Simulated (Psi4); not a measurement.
Run report: C2H4FNOSi, energy and gradient calculation (part 2 of 2)

The same run, continued: C2H4FNOSi; TPSSh/def2-SVP, RKS (Psi4 1.11). The geometry comes from this level: PBE0-D4/def2-TZVP.

Geometry of the input (Å):
```
C  -1.3189  -0.7318  0.5730
Si 0.2438  -0.5525  -0.3847
F  1.3435  -1.5515  0.1968
N  0.8421  1.0346  -0.2186
C  1.5682  1.9802  -0.2981
O  2.2439  2.9248  -0.3550
H  -1.1520  -0.5075  1.6290
H  -1.7059  -1.7503  0.4931
H  -2.0790  -0.0451  0.1927
H  0.0977  -0.8521  -1.8251
```

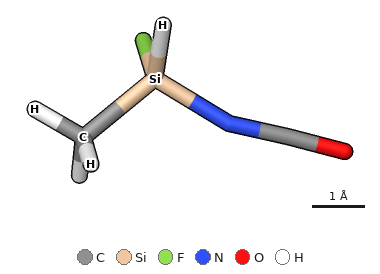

Figure 1. The structure as given in the input (stick view, seen at a tilt).

Output, continued
```
    Blocking Scheme        =         OCTREE
    BS radius alpha        =              1
    Pruning alpha          =              1
    Radial Points          =             75
    Spherical Points       =            302
    Total Points           =         215174
    Total Blocks           =           1659
    Max Points             =            256
    Max Functions          =            104
    Weights Tolerance      =       1.00E-15

   => Loading Basis Set <=

    Name: (DEF2-SVP AUX)
    Role: JKFIT
    Keyword: DF_BASIS_SCF

  Computing basis projection from DEF2-SV_P_ to DEF2-SVP

  ==> Integral Setup <==

  DFHelper Memory: AOs need 0.051 GiB; user supplied 0.051 GiB.
  SCF_SUBTYPE=INCORE selected. In-core MEM_DF algorithm will be used.
  Using in-core AOs.

  ==> MemDFJK: Density-Fitted J/K Matrices <==

    J tasked:                   Yes
    K tasked:                   Yes
    wK tasked:                   No
    Memory [MiB]:                52
    Algorithm:                 Core
    Schwarz Cutoff:           1E-12
    Mask sparsity (%):       7.9390
    Fitting Condition:        1E-10

   => Auxiliary Basis Set <=

  Basis Set: (DEF2-SVP AUX)
    Blend: DEF2-UNIVERSAL-JKFIT
    Number of shells: 187
    Number of basis functions: 581
    Number of Cartesian functions: 692
    Spherical Harmonics?: true
    Max angular momentum: 4

  Cached 50.0% of DFT collocation blocks in 0.583 [GiB].

  Minimum eigenvalue in the overlap matrix is 3.0506942522E-03.
  Reciprocal condition number of the overlap matrix is 5.7661109956E-04.
    Using symmetric orthogonalization.

  ==> Pre-Iterations <==

  SCF Guess: Orbitals guess was supplied from a previous computation.

   -------------------------
    Irrep   Nso     Nmo
   -------------------------
     A        108     108
   -------------------------
    Total     108     108
   -------------------------

  ==> Iterations <==

                           Total Energy        Delta E     RMS |[F,P]|

   @DF-RKS iter   0:  -597.73835375236899   -5.97738e+02   1.59320e-03
   @DF-RKS iter   1:  -597.74754743819619   -9.19369e-03   5.86635e-05 DIIS
   @DF-RKS iter   2:  -597.74756768157988   -2.02434e-05   2.38862e-05 DIIS
   @DF-RKS iter   3:  -597.74756865719041   -9.75611e-07   2.27009e-05 DIIS
   @DF-RKS iter   4:  -597.74757117320746   -2.51602e-06   6.31771e-06 DIIS
   @DF-RKS iter   5:  -597.74757129321961   -1.20012e-07   3.84217e-06 DIIS
   @DF-RKS iter   6:  -597.74757136544895   -7.22293e-08   8.17946e-07 DIIS
   @DF-RKS iter   7:  -597.74757136823723   -2.78828e-09   1.45528e-07 DIIS
   @DF-RKS iter   8:  -597.74757136834808   -1.10845e-10   3.19951e-08 DIIS
   @DF-RKS iter   9:  -597.74757136835206   -3.97904e-12   1.63712e-08 DIIS
   @DF-RKS iter  10:  -597.74757136835353   -1.47793e-12   2.21303e-09 DIIS
  Energy and wave function converged.

  ==> Post-Iterations <==

   Electrons on quadrature grid:
      Ntotal   =   53.9999780737 ; deviation = -2.193e-05

    Orbital Energies [Eh]
    ---------------------

    Doubly Occupied:

       1A    -66.044406     2A    -24.597756     3A    -19.111719
       4A    -14.276806     5A    -10.264219     6A    -10.127811
       7A     -5.277615     8A     -3.631887     9A     -3.629242
      10A     -3.626426    11A     -1.141339    12A     -1.075966
      13A     -0.909690    14A     -0.698744    15A     -0.597495
      16A     -0.490613    17A     -0.475666    18A     -0.457164
      19A     -0.453483    20A     -0.433539    21A     -0.419527
      22A     -0.401779    23A     -0.399991    24A     -0.376007
      25A     -0.334385    26A     -0.300845    27A     -0.289044

    Virtual:

      28A      0.002882    29A      0.018766    30A      0.060124
      31A      0.060727    32A      0.083939    33A      0.106650
      34A      0.115135    35A      0.132102    36A      0.154582
      37A      0.169417    38A      0.215485    39A      0.334670
      40A      0.352294    41A      0.393753    42A      0.407151
      43A      0.415138    44A      0.443091    45A      0.453884
      46A      0.492273    47A      0.530168    48A      0.540792
      49A      0.588405    50A      0.607452    51A      0.611725
      52A      0.655386    53A      0.657974    54A      0.658368
      55A      0.754461    56A      0.798873    57A      0.856667
      58A      0.883033    59A      0.896011    60A      0.905145
      61A      0.917911    62A      1.015267    63A      1.096948
      64A      1.099508    65A      1.117666    66A      1.198043
      67A      1.213966    68A      1.257667    69A      1.280206
      70A      1.313982    71A      1.361814    72A      1.522274
      73A      1.526057    74A      1.531002    75A      1.553860
      76A      1.570653    77A      1.582615    78A      1.632744
      79A      1.704433    80A      1.761930    81A      1.777543
      82A      1.792995    83A      1.873201    84A      1.959207
      85A      1.969427    86A      2.112468    87A      2.197725
      88A      2.219722    89A      2.272364    90A      2.438357
      91A      2.449721    92A      2.538145    93A      2.595360
      94A      2.635964    95A      2.637897    96A      2.701309
      97A      2.756893    98A      2.926872    99A      2.935858
     100A      3.065180   101A      3.069837   102A      3.160008
     103A      3.164203   104A      3.352785   105A      3.431539
     106A      3.462095   107A      3.554391   108A      3.808768

    Final Occupation by Irrep:
              A
    DOCC [    27 ]
    NA   [    27 ]
    NB   [    27 ]

  @DF-RKS Final Energy:  -597.74757136835353

   => Energetics <=

    Nuclear Repulsion Energy =            278.5578460407189709
    One-Electron Energy =               -1376.2683797214297101
    Two-Electron Energy =                 553.5956745352078769
    DFT Exchange-Correlation Energy =     -53.6327122228505857
    Empirical Dispersion Energy =           0.0000000000000000
    VV10 Nonlocal Energy =                  0.0000000000000000
    Total Energy =                       -597.7475713683535332

Computation Completed

Properties will be evaluated at   0.000000,   0.000000,   0.000000 [a0]

Properties computed using the SCF density matrix

 Multipole Moments:

 ------------------------------------------------------------------------------------
     Multipole            Electronic (a.u.)      Nuclear  (a.u.)        Total (a.u.)
 ------------------------------------------------------------------------------------

 L = 1.  Multiply by 2.5417464519 to convert [e a0] to [Debye]
 Dipole X            :          7.0353642           -7.8965529           -0.8611887
 Dipole Y            :          1.9194142           -2.2534941           -0.3340799
 Dipole Z            :         -0.5959605            0.5866212           -0.0093392
 Magnitude           :                                                    0.9237654

 ------------------------------------------------------------------------------------

	total time  =         53 seconds =       0.88 minutes

         ------------------------------------------------------------
                                   SCF GRAD
         ------------------------------------------------------------

  ==> Geometry <==

    Molecular point group: c1
    Full point group: C1

    Geometry (in Angstrom), charge = 0, multiplicity = 1:

       Center              X                  Y                   Z               Mass
    ------------   -----------------  -----------------  -----------------  -----------------
         C           -2.063082885758    -0.999762920732     0.687002344098    12.000000000000
         SI          -0.500382885758    -0.820462920732    -0.270697655902    27.976926534650
         F            0.599317114242    -1.819462920732     0.310802344098    18.998403162730
         N            0.097917114242     0.766637079268    -0.104597655902    14.003074004430
         C            0.824017114242     1.712237079268    -0.184097655902    12.000000000000
         O            1.499717114242     2.656837079268    -0.240997655902    15.994914619570
         H           -1.896182885758    -0.775462920732     1.743002344098     1.007825032230
         H           -2.450082885758    -2.018262920732     0.607102344098     1.007825032230
         H           -2.823182885758    -0.313062920732     0.306702344098     1.007825032230
         H           -0.646482885758    -1.120062920732    -1.711097655902     1.007825032230

  Nuclear repulsion =  278.557846040718971

  ==> Basis Set <==

  Basis Set: DEF2-SVP
    Blend: DEF2-SVP
    Number of shells: 50
    Number of basis functions: 108
    Number of Cartesian functions: 114
    Spherical Harmonics?: true
    Max angular momentum: 2

  ==> DFJKGrad: Density-Fitted SCF Gradients <==

    Gradient:                    1
    J tasked:                  Yes
    K tasked:                  Yes
    wK tasked:                  No
    Integrals threads:           1
    Memory [MiB]:             1144
    Schwarz Cutoff:          1E-12
    Fitting Condition:       1E-10

   => Auxiliary Basis Set <=

  Basis Set: (DEF2-SVP AUX)
    Blend: DEF2-UNIVERSAL-JKFIT
    Number of shells: 187
    Number of basis functions: 581
    Number of Cartesian functions: 692
    Spherical Harmonics?: true
    Max angular momentum: 4

  ==> DFT Potential <==

   => LibXC <=

    Version 7.1.2

   => Composite Functional: TPSSH <=

    TPSSh Hyb-GGA Exchange-Correlation Functional

    Deriv               =              1
    GGA                 =           TRUE
    Meta                =           TRUE

    Exchange Hybrid     =           TRUE
    MP2 Hybrid          =          FALSE

   => Exchange Functionals <=

    0.9000   Tao, Perdew, Staroverov & Scuseria

   => Exact (HF) Exchange <=

    0.1000               HF

   => Correlation Functionals <=

    1.0000   Tao, Perdew, Staroverov & Scuseria

   => LibXC Density Thresholds  <==

    XC_HYB_MGGA_XC_TPSSH:  1.00E-15

   => Molecular Quadrature <=

    Radial Scheme          =       TREUTLER
    Pruning Scheme         =           NONE
    Nuclear Scheme         =       TREUTLER

    Blocking Scheme        =         OCTREE
    BS radius alpha        =              1
    Pruning alpha          =              1
    Radial Points          =             75
    Spherical Points       =            302
    Total Points           =         215174
    Total Blocks           =           1659
    Max Points             =            256
    Max Functions          =            104
    Weights Tolerance      =       1.00E-15

  -Total Gradient:
     Atom            X                  Y                   Z
    ------   -----------------  -----------------  -----------------
       1       -0.000587133267    -0.000018230778     0.000782819675
       2        0.015041891105    -0.004901780481     0.011869233845
       3       -0.016623128497     0.015247130022    -0.008765537036
       4        0.008300646129     0.008436370350    -0.001713295683
       5       -0.001406308837    -0.002817031476    -0.000071302219
       6       -0.011996220506    -0.016801539732     0.000965594496
       7       -0.000733478395    -0.001286849933    -0.006099859766
       8        0.002584934925     0.005797029069     0.000240361952
       9        0.004808427158    -0.003819014956     0.001823798084
      10        0.000477925713     0.000361955880     0.000933391007

	total time  =          5 seconds =       0.08 minutes

  Variable Map:
  ----------------------------------------------------------------------------
  "CURRENT ENERGY"              =>    -597.747571368354
  "CURRENT REFERENCE ENERGY"    =>    -597.747571368354
  "DD SOLVATION ENERGY"         =>       0.000000000000
  "DFT FUNCTIONAL TOTAL ENERGY" =>    -597.747571368354
  "DFT TOTAL ENERGY"            =>    -597.747571368354
  "DFT VV10 ENERGY"             =>       0.000000000000
  "DFT XC ENERGY"               =>     -53.632712222851
  "GRID ELECTRONS ALPHA"        =>      26.999989036869
  "GRID ELECTRONS BETA"         =>      26.999989036869
  "GRID ELECTRONS TOTAL"        =>      53.999978073739
  "NUCLEAR REPULSION ENERGY"    =>     278.557846040719
  "ONE-ELECTRON ENERGY"         =>   -1376.268379721430
  "PCM POLARIZATION ENERGY"     =>       0.000000000000
  "PE ENERGY"                   =>       0.000000000000
  "SCF ITERATION ENERGY"        =>    -597.747571368354
  "SCF ITERATIONS"              =>      10.000000000000
  "SCF TOTAL ENERGY"            =>    -597.747571368354
  "TWO-ELECTRON ENERGY"         =>     553.595674535208
  "XC GRID RADIAL POINTS"       =>      75.000000000000
  "XC GRID SPHERICAL POINTS"    =>     302.000000000000
  "XC GRID TOTAL POINTS"        =>  215174.000000000000

  Array Variable Map:
  ----------------------------------------------------------------------------
  "CURRENT DIPOLE"              =>      -0.861188685480 ... -0.009339248778 1 by 3
  "CURRENT GRADIENT"            =>      -0.000587133267 ... 0.000933391007 10 by 3
  "DFT TOTAL GRADIENT"          =>      -0.000587133267 ... 0.000933391007 10 by 3
  "SCF DIPOLE"                  =>      -0.861188685480 ... -0.009339248778 1 by 3
  "SCF TOTAL ENERGIES"          =>    -597.738353752369 ... -597.747571368354 1 by 11
  "SCF TOTAL GRADIENT"          =>      -0.000587133267 ... 0.000933391007 10 by 3

    Psi4 run time: 0:00:58.56
```

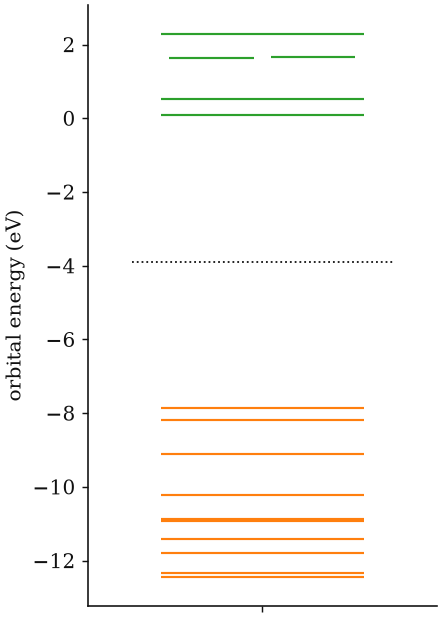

Figure 2. Orbital energies near the frontier; the dotted line parts filled from empty levels, and levels within 0.02 eV of each other stand side by side. Highest filled −7.87 eV, lowest empty 0.08 eV, 7.95 eV apart.

Key numbers

- outcome: converged
- total energy: −597.747571 hartree
- basis functions: 108
- largest force: 1.244 eV/Å
- HOMO: −7.87 eV
- LUMO: 0.08 eV
- dipole moment: 2.35 D
- hardware: 1 thread of Intel Xeon @ 2.50GHz (Skylake/Cascade Lake), 12 GiB of memory available, shared host
- wall time: 61 s
- peak memory: 1.3 GiB
